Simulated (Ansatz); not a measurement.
Partial pair distribution functions of a relaxed model of amorphous Zr$_{20}$O$_{43}$In$_{2}$, broadened by 0.06 Å; density 5.62 g/cm³. Computed with PBE, scalar-relativistic without spin-orbit coupling (plane waves to 420 eV, PAW; Ansatz, a first-principles code).

The cell was made by melting and quenching with the CHGNet potential and then relaxed with DFT. O atoms were pushed apart under 1.9 Å during the dynamics, to hinder bonds among them. The hot cell started wider than the set density and was brought back towards it in steps. It is the lowest in DFT energy of 2 quenches. It is a model cell: composition and starting density were chosen by hand, and all elements were melted together. No dispersion term was used. Its density started from a set value of 5.42 and ended at 5.62 g/cm³. The simulated quench (nominally 380 K/ps over its main leg) is rapid and tends to freeze in more defects than a deposited or slowly cooled glass has. Values belong to this one cell and scatter from quench to quench. Volume and shape were free in the relaxation.

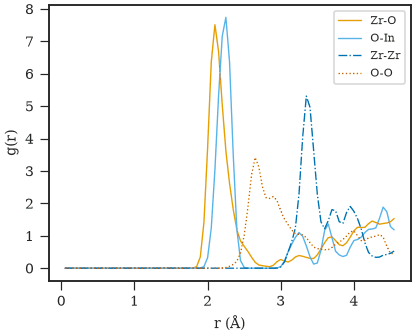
Figure. Partial pair distribution functions

Highest peaks under 4.5 Å: Zr-O near 2.10 Å, O-In near 2.25 Å, Zr-Zr near 3.35 Å, O-O near 2.65 Å; pairs of few atoms are noisy.

Within 2.74 Å each Zr has 6.75 O neighbours on average.
